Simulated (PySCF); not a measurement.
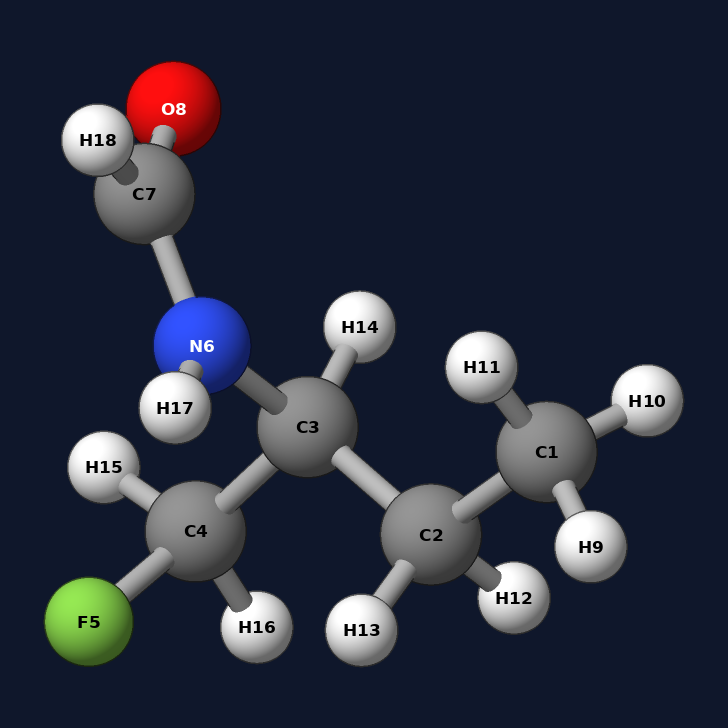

Geometry: a frame of a GFN2-xTB molecular-dynamics simulation, not a minimum. Level of theory: GIAO PBE0/pcSseg-1 NMR shielding, non-relativistic, gas phase (PySCF 2.14.0). Principal shieldings σ11 ≤ σ22 ≤ σ33, span Ω = σ33 − σ11, skew κ = 3(σiso − σ22)/Ω.

Give the shielding tensors of the O atoms.

```csv
atom,σ11,σ22,σ33,σiso,Ω,κ
O8,−436.1,−221.6,346.2,−103.8,782.3,0.45
```

Shieldings and span in ppm.
